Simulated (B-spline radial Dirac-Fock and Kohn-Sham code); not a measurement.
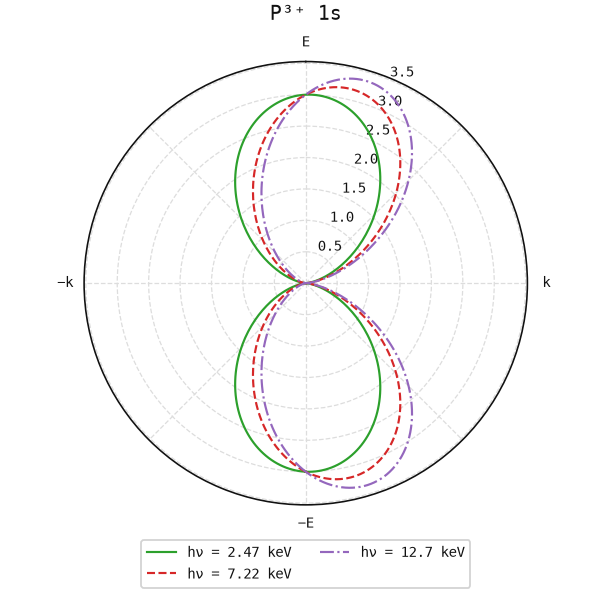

**Figure.** Angular distribution of photoelectrons from K (1s) in the plane of the polarisation E (up) and the photon direction k (right), relative to an isotropic one. Species: the ion P³⁺. The calculation used a Dirac–Hartree–Slater potential; 1 + βP₂(cos θ) + (δ + γ cos²θ) sin θ cos φ with E1 and E1–E2 terms (a B-spline radial atomic code).

What can be read from it?

At 2.47 keV, β = 2.000, γ = 0.141 and δ = 0.000. At 7.22 keV, β = 2.000, γ = 1.520 and δ = 0.000. At 12.7 keV, β = 2.000, γ = 2.303 and δ = 0.000. At 12.7 keV the emission 45° forward of E is 3.4 times that 45° backward, and the lobe peaks 17° from E towards k.
